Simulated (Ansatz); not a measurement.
**CH4B2: density, localisation and related maps**

Input

```
crystal:
  periodic: [false, false, false]
  atoms:
    - {symbol: B, position_ang: [-0.914352, -0.336970, -0.412780]}
    - {symbol: B, position_ang: [0.409269, 0.367306, -0.775811]}
    - {symbol: C, position_ang: [0.038918, -0.166918, 0.682190]}
    - {symbol: H, position_ang: [-1.989905, -0.804642, -0.538623]}
    - {symbol: H, position_ang: [1.348716, 0.920218, -1.246942]}
    - {symbol: H, position_ang: [0.119719, -0.392680, 1.741637]}
    - {symbol: H, position_ang: [1.048837, 0.345686, 0.504530]}
basis:
  gaussian: {orbitals: def2-TZVPP}
hamiltonian: {xc: pbe0, dispersion: d4}
output: {orbitals: {seedname: orbitals}}
```

Launched as:

```sh
ansatz run in.yaml --threads 2 --pin off --events-out ev --progress --plain --max-ram 4352MiB
```

Geometry: PBE0-D4/def2-TZVP.

Method: RKS PBE0-D4/def2-TZVPP (Ansatz 0.2.0).

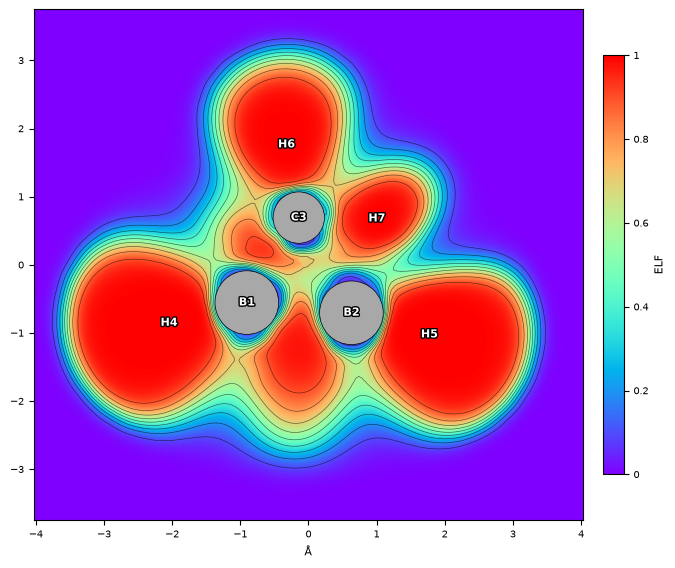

Figure 1. ELF on the molecular plane. Grey discs cover the atomic cores.

> What does the map show?

- Atoms in the plane: B, C and H.
- C–B (1.46 Å): the ELF peaks at about 0.90 between the atoms: a covalent bond.
- B–B (1.54 Å): the ELF peaks at about 0.85 between the atoms: localised, covalent bonding.
- C–H (1.09 Å): the ELF climbs to about 1 towards the hydrogen, as it does in any bond to H; a covalent bond by its length.
- C–B (1.60 Å): the ELF peaks at about 0.70 between the atoms.
- B–H (1.18 Å): the ELF climbs to about 1 towards the hydrogen: a covalent bond by its length.

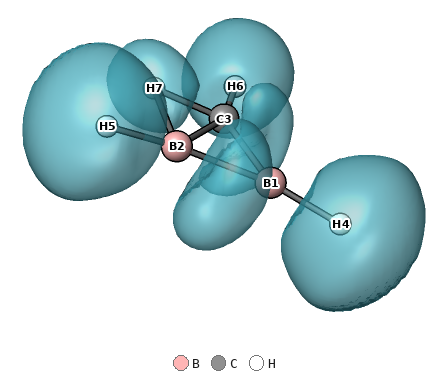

Figure 2. Isosurface of the ELF at 0.8 (cyan), seen at an oblique angle. Only the valence region is drawn (cores and ρ < 0.01 e/Å³ removed).

> What do the ELF domains correspond to?

The surface consists of one region between bonded B–C atoms (shared pairs), four regions around hydrogen nuclei and one region on B in which the atom's valence shell and bonds are merged.

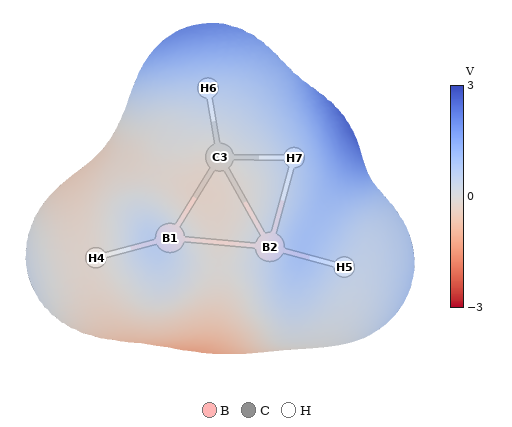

Figure 3. The molecular electrostatic potential painted on the density surface at 0.004 e/bohr³, seen across its widest extent; red is negative and blue positive.

> Where is the surface potential most negative and most positive?

The most negative region (about −1.2 V, or −28 kcal/mol for a unit charge) lies over H4, the most positive (about +2.5 V, or +58 kcal/mol for a unit charge) over H7.
